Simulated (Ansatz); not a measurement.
**Geometry relaxation of C7H7F6GaO2 (part 1 of 3)**

C7H7F6GaO2 (GaMe2(hfac)), computed with RKS PBE-D4/def2-SVP (Ansatz 0.2.0).

The geometry: GFN2-xTB start. Figures and captions count atoms from 1; the log counts them from 0 in places.

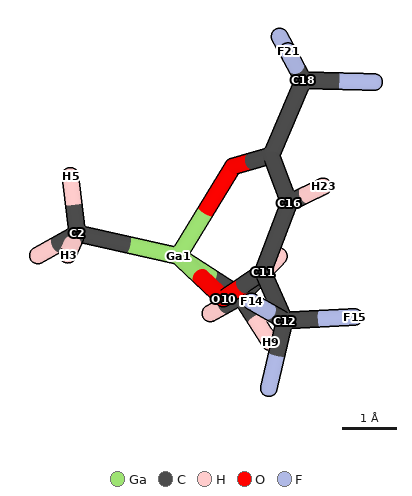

The starting structure (stick view, seen at a tilt; atoms are numbered from 1 in the order of the input). Sticks mark near contacts.

Key numbers:

```json
{"quantity": "outcome", "value": "converged"}
{"quantity": "total energy", "value": "−80085.0942 eV"}
{"quantity": "mean-field energy", "value": "−80084.3941 eV"}
{"quantity": "dispersion energy", "value": "−0.7001 eV"}
{"quantity": "HOMO", "value": "−6.41 eV"}
{"quantity": "LUMO", "value": "−3.69 eV"}
{"quantity": "largest force (length of the vector) at the end", "value": "0.028 eV/Å"}
{"quantity": "dipole moment", "value": "0.62 D"}
{"quantity": "hardware", "value": "2 CPU threads, shared host"}
{"quantity": "wall time", "value": "86 s (CPU time 1.9 min)"}
{"quantity": "peak memory", "value": "0.91 GiB"}
```

Input file:
```yaml
crystal:
  periodic: [false, false, false]
  atoms:
    - {symbol: Ga, position_ang: [1.437400, -0.047690, 1.148700]}
    - {symbol: C, position_ang: [0.680090, 0.003750, 3.036720]}
    - {symbol: H, position_ang: [-0.032370, 0.827920, 3.118320]}
    - {symbol: H, position_ang: [1.452390, 0.136420, 3.794570]}
    - {symbol: H, position_ang: [0.153620, -0.931850, 3.239520]}
    - {symbol: C, position_ang: [3.131230, -0.143130, 0.025690]}
    - {symbol: H, position_ang: [3.092360, -1.026510, -0.615790]}
    - {symbol: H, position_ang: [4.033860, -0.197160, 0.634450]}
    - {symbol: H, position_ang: [3.193020, 0.744630, -0.607960]}
    - {symbol: O, position_ang: [0.300860, 1.355940, 0.130960]}
    - {symbol: C, position_ang: [-0.674640, 1.226780, -0.636240]}
    - {symbol: C, position_ang: [-1.290110, 2.533400, -1.187790]}
    - {symbol: F, position_ang: [-0.510790, 3.587130, -0.962660]}
    - {symbol: F, position_ang: [-2.477770, 2.780030, -0.615260]}
    - {symbol: F, position_ang: [-1.505030, 2.464660, -2.508160]}
    - {symbol: C, position_ang: [-1.288530, 0.045960, -1.041680]}
    - {symbol: C, position_ang: [-0.805160, -1.172630, -0.575290]}
    - {symbol: C, position_ang: [-1.547520, -2.428800, -1.086790]}
    - {symbol: F, position_ang: [-1.095200, -3.543600, -0.520930]}
    - {symbol: F, position_ang: [-1.409610, -2.564190, -2.413550]}
    - {symbol: F, position_ang: [-2.862800, -2.355520, -0.840970]}
    - {symbol: O, position_ang: [0.154840, -1.369560, 0.196700]}
    - {symbol: H, position_ang: [-2.130130, 0.074010, -1.712560]}
basis:
  gaussian: {orbitals: def2-SVP}
hamiltonian: {xc: pbe, dispersion: d4}
scf: {lower_state_search: "off"}
output: {orbitals: {seedname: orbitals}}
relax: {f_tol: 0.03, max_steps: 70}
```

Command:
```bash
ansatz run in.yaml --threads 2 --pin off --events-out ev --progress --plain --max-ram 32768MiB --backend cuda --devices 0, --max-vram 18GiB
```

Output:
```
Functional definition: PBE
  name "PBE"
  cite "Perdew, Burke & Ernzerhof, Phys. Rev. Lett. 77, 3865 (1996) doi:10.1103/PhysRevLett.77.3865"
  parent pbe
  parameter kappa = 0.804
  parameter beta = 0.06672455060314922
  exchange = pbe_x(kappa = kappa, mu = beta*pi^2/3)
  correlation = pbe_c(beta = beta)
these checks for a lower state are left out or cut short: stability, starts, cluster_reference, orbital_swaps, neighbouring_geometries, increment
3041 factors; their error is unknown
mean field evaluation 1: about -80059.4401 eV, gradient 1.1e2 eV
mean field evaluation 2: about -80022.6717 eV, gradient 1.7e2 eV
mean field evaluation 4: about -80083.5294 eV, gradient 1.9e1 eV
mean field evaluation 8: about -80084.2415 eV, gradient 4.9e-1 eV
mean field evaluation 16: about -80084.0502 eV, gradient 8.2e-3 eV
mean field -80084.05020564 eV, -2943.0345621383 hartree, gradient 9.3e-6 eV, S^2 0.000000; 0 other end points of the search recorded, 0 dependent functions left out
the calculation of the forces begins
reference -80084.05024906 eV, -2943.0345637341 hartree; 75, 75 occupied and 202, 202 virtual orbitals, 3041 factors
relax step   1: F+E_penalty+E_count = -80084.74468109 eV  Δ(F+E_penalty+E_count) = +0.000e0 eV  max|allowed force component| = 1.269e0 eV/Å  Δτ_max = 0.0000 Å  (23 SCF iters, accepted)
these checks for a lower state are left out or cut short: stability, starts, cluster_reference, orbital_swaps, neighbouring_geometries, increment
3041 factors; their error is unknown
mean field evaluation 32: about -80084.2827 eV, gradient 1.7e-6 eV
mean field -80084.28273976 eV, -2943.0431076098 hartree, gradient 2.0e-6 eV, S^2 0.000000; 0 other end points of the search recorded, 0 dependent functions left out
[... from here on the field's lines of each further geometry are left out, up to the last ...]
relax step   2: F+E_penalty+E_count = -80084.98119666 eV  Δ(F+E_penalty+E_count) = -2.365e-1 eV  max|allowed force component| = 4.978e-1 eV/Å  Δτ_max = 0.1023 Å  (22 SCF iters, accepted)
relax step   3: F+E_penalty+E_count = -80085.01342752 eV  Δ(F+E_penalty+E_count) = -3.223e-2 eV  max|allowed force component| = 1.193e-1 eV/Å  Δτ_max = 0.0754 Å  (22 SCF iters, accepted)
relax step   4: F+E_penalty+E_count = -80085.01666687 eV  Δ(F+E_penalty+E_count) = -3.239e-3 eV  max|allowed force component| = 3.188e-2 eV/Å  Δτ_max = 0.0401 Å  (22 SCF iters, accepted)
relax step   5: F+E_penalty+E_count = -80085.01853402 eV  Δ(F+E_penalty+E_count) = -1.867e-3 eV  max|allowed force component| = 1.014e-1 eV/Å  Δτ_max = 0.0400 Å  (22 SCF iters, accepted)
relax step   6: F+E_penalty+E_count = -80085.02125082 eV  Δ(F+E_penalty+E_count) = -2.717e-3 eV  max|allowed force component| = 2.484e-1 eV/Å  Δτ_max = 0.1617 Å  (21 SCF iters, accepted)
relax step   7: F+E_penalty+E_count = -80085.02519858 eV  Δ(F+E_penalty+E_count) = -3.948e-3 eV  max|allowed force component| = 1.123e-1 eV/Å  Δτ_max = 0.0237 Å  (23 SCF iters, accepted)
relax step   8: F+E_penalty+E_count = -80085.03399237 eV  Δ(F+E_penalty+E_count) = -8.794e-3 eV  max|allowed force component| = 9.263e-2 eV/Å  Δτ_max = 0.2000 Å  (28 SCF iters, accepted)
relax step   9: F+E_penalty+E_count = -80085.04049113 eV  Δ(F+E_penalty+E_count) = -6.499e-3 eV  max|allowed force component| = 1.018e-1 eV/Å  Δτ_max = 0.1220 Å  (20 SCF iters, accepted)
relax step  10: F+E_penalty+E_count = -80085.03934229 eV  Δ(F+E_penalty+E_count) = +1.149e-3 eV  max|allowed force component| = 2.283e-1 eV/Å  Δτ_max = 0.0877 Å  (22 SCF iters, rejected (line search))
relax step  11: F+E_penalty+E_count = -80085.04441325 eV  Δ(F+E_penalty+E_count) = -3.922e-3 eV  max|allowed force component| = 2.418e-2 eV/Å  Δτ_max = 0.0429 Å  (23 SCF iters, accepted)
relax step  12: F+E_penalty+E_count = -80085.04748675 eV  Δ(F+E_penalty+E_count) = -3.073e-3 eV  max|allowed force component| = 1.955e-1 eV/Å  Δτ_max = 0.0975 Å  (20 SCF iters, accepted)
relax step  13: F+E_penalty+E_count = -80085.05076293 eV  Δ(F+E_penalty+E_count) = -3.276e-3 eV  max|allowed force component| = 1.226e-1 eV/Å  Δτ_max = 0.0279 Å  (22 SCF iters, accepted)
relax step  14: F+E_penalty+E_count = -80085.05677481 eV  Δ(F+E_penalty+E_count) = -6.012e-3 eV  max|allowed force component| = 1.704e-1 eV/Å  Δτ_max = 0.1057 Å  (20 SCF iters, accepted)
relax step  15: F+E_penalty+E_count = -80085.05968516 eV  Δ(F+E_penalty+E_count) = -2.910e-3 eV  max|allowed force component| = 2.017e-1 eV/Å  Δτ_max = 0.0658 Å  (21 SCF iters, accepted)
relax step  16: F+E_penalty+E_count = -80085.06327767 eV  Δ(F+E_penalty+E_count) = -3.593e-3 eV  max|allowed force component| = 1.818e-1 eV/Å  Δτ_max = 0.0497 Å  (22 SCF iters, accepted)
relax step  17: F+E_penalty+E_count = -80085.06769072 eV  Δ(F+E_penalty+E_count) = -4.413e-3 eV  max|allowed force component| = 1.861e-1 eV/Å  Δτ_max = 0.0952 Å  (21 SCF iters, accepted)
relax step  18: F+E_penalty+E_count = -80085.07128146 eV  Δ(F+E_penalty+E_count) = -3.591e-3 eV  max|allowed force component| = 1.879e-1 eV/Å  Δτ_max = 0.0547 Å  (22 SCF iters, accepted)
relax step  19: F+E_penalty+E_count = -80085.07446428 eV  Δ(F+E_penalty+E_count) = -3.183e-3 eV  max|allowed force component| = 1.481e-1 eV/Å  Δτ_max = 0.0461 Å  (21 SCF iters, accepted)
relax step  20: F+E_penalty+E_count = -80085.07854425 eV  Δ(F+E_penalty+E_count) = -4.080e-3 eV  max|allowed force component| = 8.245e-2 eV/Å  Δτ_max = 0.0708 Å  (22 SCF iters, accepted)
relax step  21: F+E_penalty+E_count = -80085.07921126 eV  Δ(F+E_penalty+E_count) = -6.670e-4 eV  max|allowed force component| = 2.226e-1 eV/Å  Δτ_max = 0.1124 Å  (22 SCF iters, accepted)
relax step  22: F+E_penalty+E_count = -80085.08320019 eV  Δ(F+E_penalty+E_count) = -3.989e-3 eV  max|allowed force component| = 6.573e-2 eV/Å  Δτ_max = 0.0131 Å  (23 SCF iters, accepted)
relax step  23: F+E_penalty+E_count = -80085.08500235 eV  Δ(F+E_penalty+E_count) = -1.802e-3 eV  max|allowed force component| = 5.021e-2 eV/Å  Δτ_max = 0.0509 Å  (22 SCF iters, accepted)
relax step  24: F+E_penalty+E_count = -80085.08318050 eV  Δ(F+E_penalty+E_count) = +1.822e-3 eV  max|allowed force component| = 3.268e-1 eV/Å  Δτ_max = 0.1491 Å  (21 SCF iters, rejected (line search))
relax step  25: F+E_penalty+E_count = -80085.08531233 eV  Δ(F+E_penalty+E_count) = -3.100e-4 eV  max|allowed force component| = 1.004e-1 eV/Å  Δτ_max = 0.0745 Å  (22 SCF iters, accepted)
relax step  26: F+E_penalty+E_count = -80085.08848981 eV  Δ(F+E_penalty+E_count) = -3.177e-3 eV  max|allowed force component| = 1.247e-1 eV/Å  Δτ_max = 0.0974 Å  (21 SCF iters, accepted)
relax step  27: F+E_penalty+E_count = -80085.08993159 eV  Δ(F+E_penalty+E_count) = -1.442e-3 eV  max|allowed force component| = 6.948e-2 eV/Å  Δτ_max = 0.0156 Å  (22 SCF iters, accepted)
relax step  28: F+E_penalty+E_count = -80085.09168116 eV  Δ(F+E_penalty+E_count) = -1.750e-3 eV  max|allowed force component| = 1.425e-2 eV/Å  Δτ_max = 0.0530 Å  (22 SCF iters, accepted)
relax step  29: F+E_penalty+E_count = -80085.09011080 eV  Δ(F+E_penalty+E_count) = +1.570e-3 eV  max|allowed force component| = 2.496e-1 eV/Å  Δτ_max = 0.1400 Å  (20 SCF iters, rejected (line search))
relax step  30: F+E_penalty+E_count = -80085.09292787 eV  Δ(F+E_penalty+E_count) = -1.247e-3 eV  max|allowed force component| = 4.553e-2 eV/Å  Δτ_max = 0.0691 Å  (22 SCF iters, accepted)
relax step  31: F+E_penalty+E_count = -80085.09202303 eV  Δ(F+E_penalty+E_count) = +9.048e-4 eV  max|allowed force component| = 1.757e-1 eV/Å  Δτ_max = 0.0978 Å  (21 SCF iters, rejected (line search))
relax step  32: F+E_penalty+E_count = -80085.07979702 eV  Δ(F+E_penalty+E_count) = +1.313e-2 eV  max|allowed force component| = 4.236e-1 eV/Å  Δτ_max = 0.0489 Å  (22 SCF iters, rejected (line search))
the calculation of the forces begins
reference -80084.39343813 eV, -2943.0471756997 hartree; 75, 75 occupied and 202, 202 virtual orbitals, 3041 factors
relax step  33: F+E_penalty+E_count = -80085.09353298 eV  Δ(F+E_penalty+E_count) = -6.051e-4 eV  max|allowed force component| = 8.485e-3 eV/Å  Δτ_max = 0.0244 Å  (23 SCF iters, accepted)
these checks for a lower state are left out or cut short: stability, starts, cluster_reference, orbital_swaps, neighbouring_geometries, increment
3041 factors; their error is unknown
mean field evaluation 256: about -80084.3940 eV, gradient 2.0e-3 eV
mean field -80084.39404952 eV, -2943.0471981678 hartree, gradient 1.6e-6 eV, S^2 0.000000; 0 other end points of the search recorded, 0 dependent functions left out
the calculation of the forces begins
reference -80084.39409275 eV, -2943.0471997565 hartree; 75, 75 occupied and 202, 202 virtual orbitals, 3041 factors
relax step  34: F+E_penalty+E_count = -80085.09418414 eV  Δ(F+E_penalty+E_count) = -6.512e-4 eV  max|allowed force component| = 2.290e-2 eV/Å  Δτ_max = 0.0499 Å  (22 SCF iters, accepted)
```

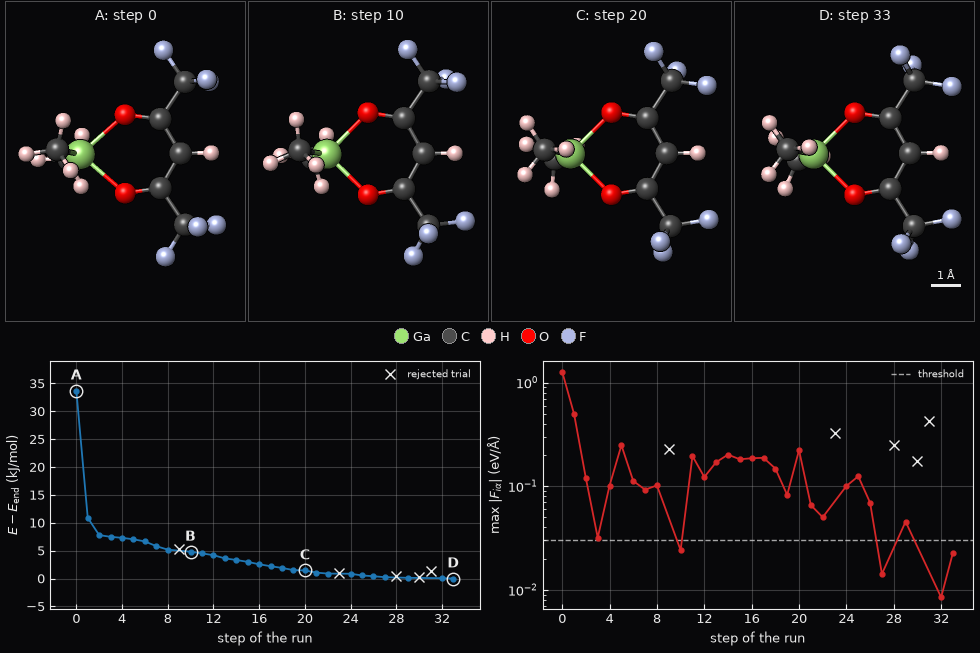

Frames of the relaxation (ball-and-stick view, seen on its broad side) above the curves, on which the letters mark them (the first geometry is step 0 here and step 1 in the log).

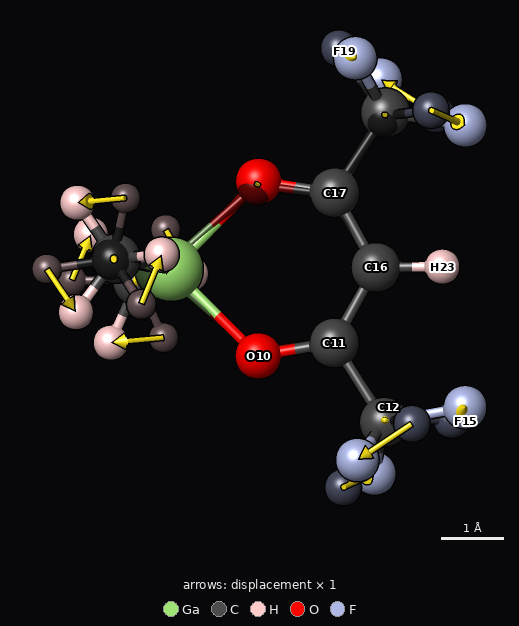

Start (faint) and end (solid) with the displacements as yellow arrows, at true length (ball-and-stick view, seen on its broad side). The two geometries are laid on each other by the best rigid fit. F20 moves most after the best rigid fit: 1.10 Å. By element the largest moves are F 1.10 Å, H 0.93 Å, Ga 0.15 Å, C 0.13 Å, O 0.09 Å. Among the contacts that change: Ga1–C6 2.035 → 1.965 Å, Ga1–C2 2.035 → 1.966 Å, Ga1–O10 2.073 → 2.022 Å, C17–O22 1.248 → 1.271 Å. Among the angles that change: C2–Ga1–C6 145.4° → 136.4°, O10–Ga1–O22 82.4° → 90.1°, Ga1–O10–C11 131.3° → 125.9°. Over 33 geometry steps the energy falls by 33.7 kJ/mol. The largest force component goes from 1.3 to 0.023 eV/Å. The line search rejected the trial steps at points 9, 23, 28, 30, 31 (counted from 0) and went back. (Atoms are counted from 1 in the order of the input.)

```
Total energy: -80085.09422737 eV, -2943.0729292292 hartree
Atom 0 at     1.327145    -0.052667     1.044308 Å, force     0.000269     0.001827     0.002562 eV/Å
Atom 1 at     0.729274    -0.022808     2.916494 Å, force    -0.000079    -0.001095    -0.001034 eV/Å
Atom 2 at    -0.375982     0.033306     2.965818 Å, force     0.000647    -0.000029    -0.000083 eV/Å
Atom 3 at     1.148387     0.853401     3.450241 Å, force     0.000282    -0.000009     0.000289 eV/Å
Atom 4 at     1.057182    -0.938355     3.448128 Å, force     0.000128     0.000264    -0.000052 eV/Å
Atom 5 at     3.050644    -0.116169     0.102945 Å, force     0.016951    -0.000369    -0.008897 eV/Å
Atom 6 at     2.891872    -0.302677    -0.978046 Å, force     0.004299     0.006520     0.021877 eV/Å
Atom 7 at     3.698097    -0.920288     0.507394 Å, force    -0.012547     0.016460    -0.012082 eV/Å
Atom 8 at     3.586979     0.848083     0.216348 Å, force    -0.007753    -0.021282    -0.001969 eV/Å
Atom 9 at     0.280460     1.418826     0.134298 Å, force    -0.005692    -0.000847     0.006006 eV/Å
Atom 10 at    -0.727895     1.258552    -0.622328 Å, force     0.013474     0.002053    -0.016657 eV/Å
Atom 11 at    -1.326544     2.588770    -1.130076 Å, force    -0.002714     0.001056     0.004034 eV/Å
Atom 12 at    -0.393098     3.280657    -1.810026 Å, force    -0.004631    -0.004699     0.002724 eV/Å
Atom 13 at    -1.730388     3.334563    -0.083978 Å, force     0.000525     0.001331    -0.002657 eV/Å
Atom 14 at    -2.385996     2.396639    -1.944484 Å, force     0.002258     0.001345     0.001413 eV/Å
Atom 15 at    -1.320329     0.047584    -1.026120 Å, force    -0.002901    -0.000985    -0.000060 eV/Å
Atom 16 at    -0.824165    -1.204721    -0.618408 Å, force    -0.004116    -0.003630     0.011130 eV/Å
Atom 17 at    -1.513038    -2.485377    -1.139101 Å, force    -0.000711    -0.011428    -0.006262 eV/Å
Atom 18 at    -1.879696    -3.264158    -0.104597 Å, force     0.003729     0.015285    -0.022898 eV/Å
Atom 19 at    -0.653204    -3.179728    -1.910871 Å, force    -0.017778     0.006729     0.014681 eV/Å
Atom 20 at    -2.612704    -2.212990    -1.874159 Å, force     0.018013    -0.009393     0.010919 eV/Å
Atom 21 at     0.164017    -1.440868     0.144971 Å, force    -0.001516     0.000214    -0.004618 eV/Å
Atom 22 at    -2.191007     0.080415    -1.688752 Å, force    -0.000139     0.000682     0.001635 eV/Å
Dipole moment:     0.093366    -0.002757     0.088585 e Å
Checks for a lower state left out: stability, starts, cluster_reference, orbital_swaps, neighbouring_geometries, increment
```

Trajectory as extended XYZ (Å, eV, eV/Å), 21 of the 34 frames kept, from step=1 to step=34:
```
23
Properties=species:S:1:pos:R:3:forces:R:3 step=1 energy=-80084.74468
Ga    1.4374   -0.0477    1.1487   -0.4382   0.0055  -0.3551
C     0.6801    0.0037    3.0367    0.5962  -0.0228  -1.0923
H    -0.0324    0.8279    3.1183   -0.3222   0.4042  -0.0693
H     1.4524    0.1364    3.7946    0.4509   0.0725   0.3581
H     0.1536   -0.9318    3.2395   -0.2336  -0.4739   0.0008
C     3.1312   -0.1431    0.0257   -0.9455   0.0540   0.8081
H     3.0924   -1.0265   -0.6158   -0.1200  -0.4368  -0.2703
H     4.0339   -0.1972    0.6344    0.4474  -0.0276   0.3724
H     3.1930    0.7446   -0.6080   -0.0656   0.4488  -0.2673
O     0.3009    1.3559    0.1310    1.2693   0.3842   1.0170
C    -0.6746    1.2268   -0.6362   -0.7703   0.4140  -0.6990
C    -1.2901    2.5334   -1.1878    0.0599   0.3145   0.0539
F    -0.5108    3.5871   -0.9627    0.5363   0.3177   0.2206
F    -2.4778    2.7800   -0.6153   -0.5371  -0.1268   0.4400
F    -1.5050    2.4647   -2.5082   -0.0069  -0.3265  -0.6553
C    -1.2885    0.0460   -1.0417    0.1956  -0.0008   0.1603
C    -0.8052   -1.1726   -0.5753   -0.8593  -0.3633  -0.6059
C    -1.5475   -2.4288   -1.0868    0.0517  -0.3284   0.0454
F    -1.0952   -3.5436   -0.5209    0.3813  -0.3606   0.4011
F    -1.4096   -2.5642   -2.4135    0.2333   0.1834  -0.6514
F    -2.8628   -2.3555   -0.8410   -0.6080   0.3133   0.2431
O     0.1548   -1.3696    0.1967    1.2337  -0.4690   0.9964
H    -2.1301    0.0740   -1.7126   -0.5490   0.0243  -0.4513
```
